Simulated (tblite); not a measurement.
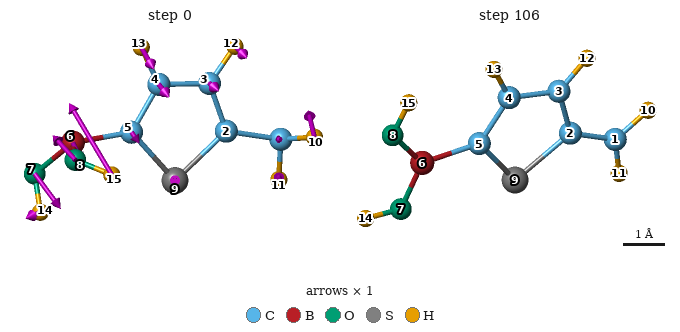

The structure of C5H6BO2S (multiplicity 2) before (left) and after (right) a relaxation, at one scale. The purple arrows give the displacements, at their true length.

Style: ball-and-stick. Shown from a free direction.

Theory: GFN2-xTB geometry optimisation, gas phase in tblite. 

Q: Summarise the run.

A: The energy falls by 3.009 eV in 106 geometry steps. The largest move after the best rigid fit is that of H15, 2.09 Å. By element the largest moves are H 2.09 Å, O 1.10 Å, C 0.58 Å, B 0.55 Å, S 0.29 Å. Among the contacts that change: C1–C2 1.509 → 1.354 Å, B6–O7 1.468 → 1.351 Å, B6–O8 1.477 → 1.365 Å, C5–S9 1.814 → 1.732 Å. Bond angles that change, for instance: C2–C1–H11 106.7° → 121.4°, C2–C1–H10 109.5° → 120.7°, C5–B6–O8 111.9° → 123.1°. The run took 0.51 s on 1 thread of AMD EPYC 9B45, on a shared host.
